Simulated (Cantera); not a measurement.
Input: 1 mol SiH4, 0.32 mol HCl, 11 mol H2, at 29000 Pa.

Method: chemical equilibrium by Gibbs-energy minimisation in Cantera with the NASA 1993 tables (ideal gas, pure condensed phases). Candidate condensed phases: Si; 19 gas species. The tables' values for SiCl3 are old estimates; treat these amounts as uncertain. Rates play no part.

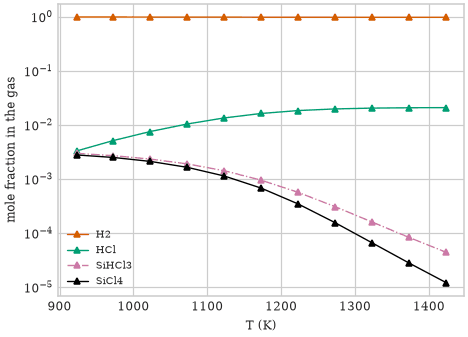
Figure: Equilibrium gas composition (values under 1e-9 drawn at 1e-9)

Problem. Read off the mole fractions at 973 K.

Solution. H2 about 0.99, HCl about 0.0052, SiHCl3 about 0.0027, SiCl4 about 0.0025.
